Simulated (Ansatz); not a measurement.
**CH₈GeSi: one species, many methods**

Aim: compute CH₈GeSi with functionals from several rungs and with coupled cluster, and see how far each lands from CCSD(T) at the basis-set limit for the atomisation energy.

Computed with Ansatz 0.2.0, Gaussian basis. Level: functionals in def2-TZVPP, the program's frozen cores in correlated methods.

The runs, in order: LDA (SPW92), PBE-D4, revPBE-D4, BLYP-D4, r2SCAN-D4, B97M-V, PBE0-D4, B3LYP-D4, r2SCANh-D4, r2SCAN0-D4, HSE06-D4, BHLYP-D4, CAM-B3LYP-D4, LC-ωPBE, ωB97X-V, ωB97M-V, B2PLYP, PBE-QIDH; CCSD(T)/def2-SVP; CCSD(T)/def2-TZVPP; MP2/def2-QZVPP; extrapolation to the limit; RPA on PBE.

### Step 1. Structure used throughout

An earlier PBE0-D4 in a triple-zeta def2 set relaxation fixed the geometry.

SMILES `C[SiH2][GeH3]`, 11 atoms, charge 0, spin multiplicity 1.

Atoms are counted from 1 here; the program's logs count them from 0.

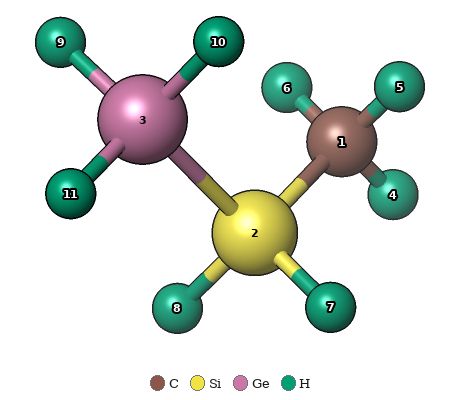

The structure; carbon brown, silicon yellow, germanium pink, hydrogen teal; atoms are numbered from 1 in the order of the file.

Geometry (Å):

```
C    -1.0512    1.3238   -0.4279
Si   -0.4981   -0.4633   -0.5567
Ge    1.3835   -0.8882    0.8369
H    -1.9142    1.5069   -1.0721
H    -0.2495    2.0005   -0.7310
H    -1.3334    1.5692    0.5982
H    -0.1322   -0.7905   -1.9633
H    -1.6043   -1.3767   -0.1548
H     1.0507   -0.5937    2.3117
H     2.5716    0.0084    0.4410
H     1.8423   -2.3534    0.7384
```

### Step 2. LDA

This LDA is Slater exchange with PW92 correlation.

Contents of in.yaml:

```yaml
crystal:
  periodic: [false, false, false]
  atoms:
    - {symbol: C, position_ang: [-1.051238, 1.323765, -0.427854]}
    - {symbol: Si, position_ang: [-0.498121, -0.463350, -0.556726]}
    - {symbol: Ge, position_ang: [1.383472, -0.888201, 0.836910]}
    - {symbol: H, position_ang: [-1.914197, 1.506940, -1.072070]}
    - {symbol: H, position_ang: [-0.249532, 2.000546, -0.731008]}
    - {symbol: H, position_ang: [-1.333353, 1.569239, 0.598215]}
    - {symbol: H, position_ang: [-0.132153, -0.790547, -1.963267]}
    - {symbol: H, position_ang: [-1.604265, -1.376688, -0.154769]}
    - {symbol: H, position_ang: [1.050661, -0.593705, 2.311662]}
    - {symbol: H, position_ang: [2.571649, 0.008376, 0.440991]}
    - {symbol: H, position_ang: [1.842277, -2.353373, 0.738418]}
basis:
  gaussian: {orbitals: def2-TZVPP}
hamiltonian: {xc: lda}
output: {orbitals: {seedname: orbitals}}
```

On the command line:

```
$ ansatz run in.yaml --threads 4 --pin off --events-out ev --progress --plain --max-ram 10444MiB
```

After this run come: PBE-D4 (GGA); revPBE-D4 (GGA); BLYP-D4 (GGA); r2SCAN-D4 (meta-GGA); B97M-V (meta-GGA); PBE0-D4 (hybrid); B3LYP-D4 (hybrid); r2SCANh-D4 (hybrid); r2SCAN0-D4 (hybrid); HSE06-D4 (hybrid); BHLYP-D4 (hybrid); CAM-B3LYP-D4 (range-separated); LC-ωPBE (range-separated); ωB97X-V (range-separated); ωB97M-V (range-separated); B2PLYP (double hybrid); PBE-QIDH (double hybrid); CCSD(T) in def2-SVP; CCSD(T) in def2-TZVPP; MP2 in def2-QZVPP; RPA on PBE orbitals.

Q: Predict the results of all the runs planned. Wanted: atomisation energy, CCSD(T)/CBS; farthest beyond LDA; mean size of error, GGA; mean size of error, meta-GGA; mean size of error, hybrid; mean size of error, range-separated; mean size of error, double hybrid; gap, smallest and largest; T1 diagnostic.

**Answer**, as computed:

```
                               quantity                                                                                        value
        atomisation energy, CCSD(T)/CBS                                                                                3422.3 kJ/mol
 functionals within 34.2 kJ/mol (1.0 %)  PBE-D4, r2SCAN-D4, B97M-V, B3LYP-D4, r2SCANh-D4, r2SCAN0-D4, CAM-B3LYP-D4, ωB97X-V, ωB97M-V
                    farthest beyond LDA                                                                     revPBE-D4 (-83.9 kJ/mol)
                mean size of error, GGA                                                                                  58.4 kJ/mol
           mean size of error, meta-GGA                                                                                  13.4 kJ/mol
             mean size of error, hybrid                                                                                  30.2 kJ/mol
    mean size of error, range-separated                                                                                  19.3 kJ/mol
      mean size of error, double hybrid                                                                                  48.0 kJ/mol
              gap, smallest and largest                                                    6.27 eV (LDA (SPW92)), 12.90 eV (LC-ωPBE)
                          T1 diagnostic                                                                                       0.0113
triples share of the correlation energy                                                                                        3.3 %
```

What this shows: The LDA atomisation energy is off by 359.0 kJ/mol (10 %): it overbinds. PBE-D4 is off by -32.8 kJ/mol. Double hybrids carry the basis error of their MP2 part in triple zeta, and no dispersion term here, so their miss is partly the set-up's. The rungs meta-GGA, range-separated, hybrid miss on average by less than the doubt on the reference (34.2 kJ/mol), so they tie. Misses under about 34.2 kJ/mol are within the doubt on the reference itself, which lacks core-valence correlation, relativity and higher excitations, and its outer-core shells are covered unevenly. Hartree-Fock recovers 76 % of the binding; the rest is correlation. CCSD(T) in def2-SVP is off by -192.8 kJ/mol, which most functionals beat. Orbital gaps span 6.3 to 12.9 eV; exact exchange widens them. Correlated methods include outer-core shells of Ge, which these sets cover unevenly.
